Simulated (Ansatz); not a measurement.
H₄OSn···PH₃

```tsv
atom	x (Å)	y (Å)	z (Å)
Sn	-0.2320	0.3169	-0.1215
O	0.0012	0.1534	1.8684
H	-0.8340	-0.0146	2.3268
H	1.3706	0.5299	-0.6772
H	-1.2178	1.6955	-0.4291
H	-0.9627	-1.1162	-0.7323
P	1.8837	-3.0584	1.5617
H	0.7835	-3.5016	0.7610
H	2.5190	-2.3985	0.4625
H	1.2081	-1.8734	1.9904
```

Core potentials replace the inner electrons of Sn.

These are results of RKS B3LYP-D4/def2-SVP (Ansatz), not measurements.

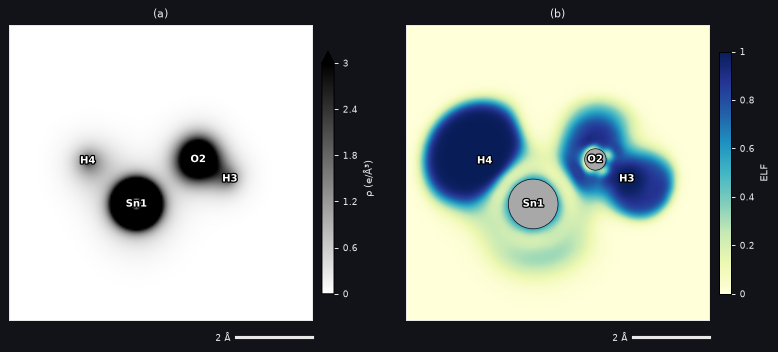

Figure 1. (a) electron density; (b) electron localisation function on the plane of atoms O2, Sn1 and H4. Grey discs cover the atomic cores in the ELF map.

What does the map show?

Answer. The section cuts through Sn, O and H sites. Sn–O (2.01 Å): the density is about 0.69 e/Å³ at the midpoint; the ELF peaks at about 0.85 in the valence shell of O, 0.7 Å from its nucleus, and drops to about 0.15 between the two atoms. O–H (0.97 Å): ρ is about 3.6 e/Å³ halfway; the ELF climbs to about 1 towards the hydrogen, as it does in any bond to H; a covalent bond by its length. Sn–H (1.71 Å): the density is about 1.1 e/Å³ at the midpoint; the ELF climbs to about 1 towards the hydrogen. The ELF also peaks beside O2, away from the bonds: lone-pair regions.

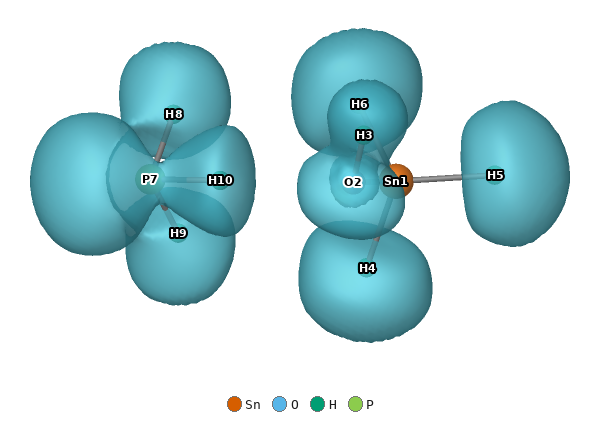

Figure 2. Isosurface of the ELF at 0.75 (cyan), seen from one side. Core shells and regions of very low density are left out.

Where are the electrons localised?

Answer. The surface consists of three regions around hydrogen nuclei, one joined region spread over several atoms (H, O), in which their bonds and any lone pairs are merged and one joined region spread over several atoms (H, P), in which their bonds and any lone pairs are merged.


O2···H10 (2.36 Å): the ELF dips to about 0.05 between them: a non-bonded, intermolecular contact.

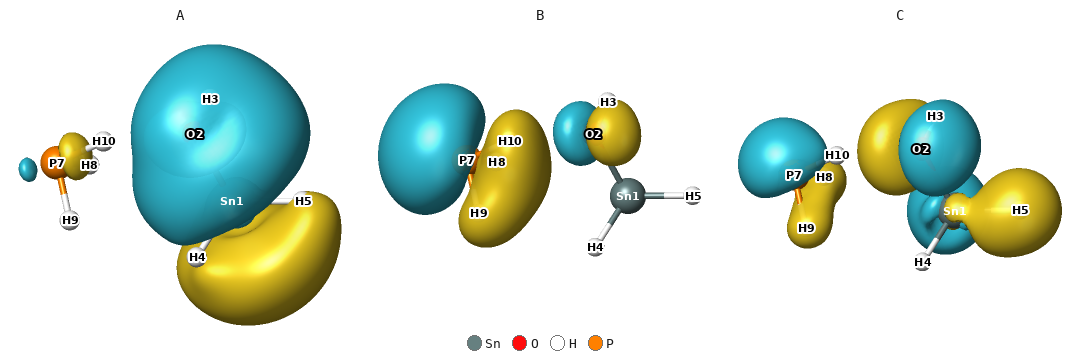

Figure 3. Three frontier orbitals at ±0.06 Å⁻³ᐟ² (yellow and cyan are the two phases), in no order.

Which picture is the HOMO−1, the HOMO and the LUMO?

Answer. C is the HOMO−1 (−7.84 eV). It lies mainly on O2 (about 60 %), Sn1 (about 10 %), P7 (about 10 %), H5 (about 10 %) and H6 (about 5 %). B is the HOMO (−7.15 eV). Its weight (Hirshfeld) is mainly on P7 (about 75 %) and O2 (about 10 %); largely a lone pair of P7. A is the LUMO (−0.65 eV). By Hirshfeld shares it lies mainly on Sn1 (about 55 %), O2 (about 20 %) and H3 (about 10 %).

What is the HOMO–LUMO gap?

Answer. 6.50 eV between the orbital energies.
